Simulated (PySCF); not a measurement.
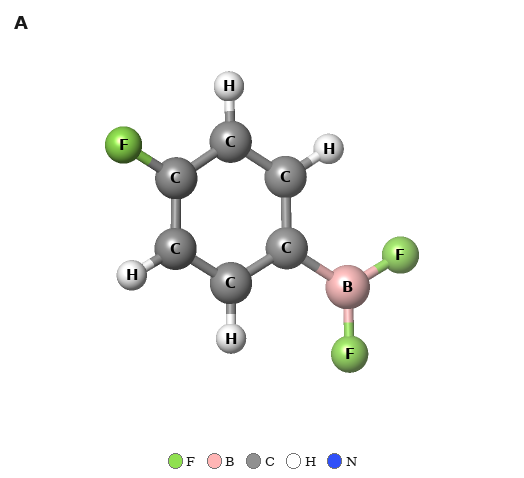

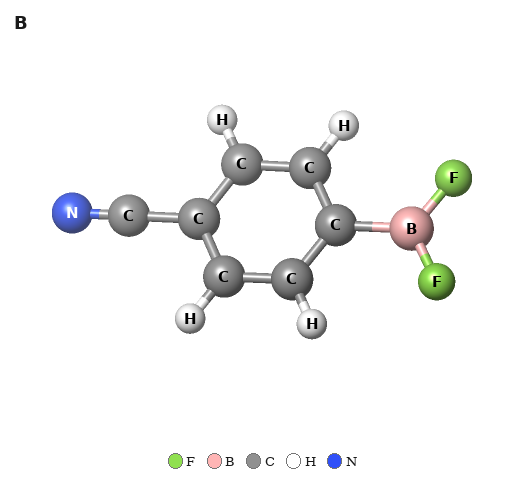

Two related species, optimised with PBE0-D3(BJ)/def2-SVP; properties computed with PySCF 2.14.0. Both: charge 0, singlet.

Question. Identify both.

Answer. A is C6H4BF3 (FB(F)c1ccc(F)cc1), B is C7H4BF2N (N#Cc1ccc(B(F)F)cc1).

Compare them. With ωB97X-D/def2-SVPD: dipole moment (D), HOMO–LUMO gap (eV), HOMO energy (Kohn–Sham orbital) (eV), lowest vertical singlet excitation (eV), mean static polarisability (bohr³). With PBE0-D3(BJ)/def2-SVP: mean B–C length (Å), mean B–F length (Å).

| quantity | A | B |
| --- | --- | --- |
| dipole moment (D) | 1.00 | 2.35 |
| HOMO–LUMO gap (eV) | 9.70 | 9.11 |
| HOMO energy (Kohn–Sham orbital) (eV) | −9.53 | −10.02 |
| lowest vertical singlet excitation (eV) | 5.25 | 4.93 |
| mean static polarisability (bohr³) | 81.1 | 99.0 |
| mean B–C length (Å) | 1.546 | 1.551 |
| mean B–F length (Å) | 1.323 | 1.319 |

Each is one conformer, and no frequency run is at hand to confirm it as a minimum.
